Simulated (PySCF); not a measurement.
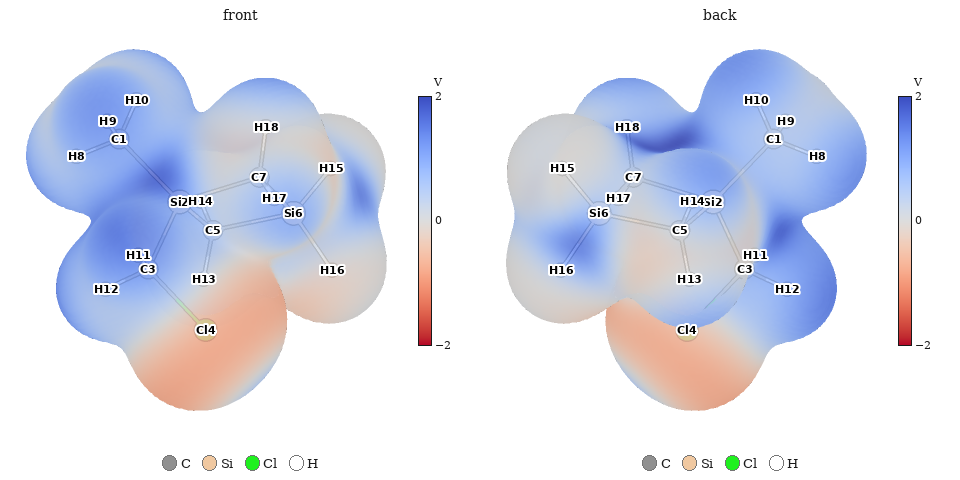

The picture shows: C$_{4}$H$_{11}$ClSi$_{2}$ (SMILES C[Si]1(CCl)C[SiH2]C1). The electrostatic potential painted on the density surface at 0.004 e/bohr³, seen from the front and from behind; red is negative and blue positive.

Geometry: PBE0-D3(BJ)/def2-SVP.

Method: PySCF 2.14.0, PBE0/pcSseg-1, SCF density, gas phase, non-relativistic.

```yaml
atoms:
  - { symbol: C, position_ang: [-1.1456, 1.8252, -0.6773] }
  - { symbol: Si, position_ang: [-0.3965, 0.1988, -0.1168] }
  - { symbol: C, position_ang: [-1.7627, -1.1090, 0.0263] }
  - { symbol: Cl, position_ang: [-1.0364, -2.6745, 0.5269] }
  - { symbol: C, position_ang: [1.0650, -0.4507, -1.1433] }
  - { symbol: Si, position_ang: [2.0550, -0.5638, 0.4817] }
  - { symbol: C, position_ang: [0.6450, 0.2534, 1.4718] }
  - { symbol: H, position_ang: [-1.6390, 1.7205, -1.6563] }
  - { symbol: H, position_ang: [-1.8893, 2.1897, 0.0490] }
  - { symbol: H, position_ang: [-0.3634, 2.5945, -0.7728] }
  - { symbol: H, position_ang: [-2.5117, -0.8363, 0.7849] }
  - { symbol: H, position_ang: [-2.2872, -1.2755, -0.9263] }
  - { symbol: H, position_ang: [0.8998, -1.4027, -1.6690] }
  - { symbol: H, position_ang: [1.4725, 0.2818, -1.8581] }
  - { symbol: H, position_ang: [3.3231, 0.2339, 0.4733] }
  - { symbol: H, position_ang: [2.3673, -1.9600, 0.9086] }
  - { symbol: H, position_ang: [0.2562, -0.3272, 2.3214] }
  - { symbol: H, position_ang: [0.8821, 1.2717, 1.8188] }
```

### Where is the surface potential most negative and most positive?

The most negative region (about −0.8 V) lies over Cl4, the most positive (about +1.8 V) over Si2 and Si6. Cl4 shows a σ-hole: about +0.4 V at the tip opposite its bond, against about −0.4 V on its flanks.

### What dipole moment does the calculation give?

Its dipole moment is 2.59 D.
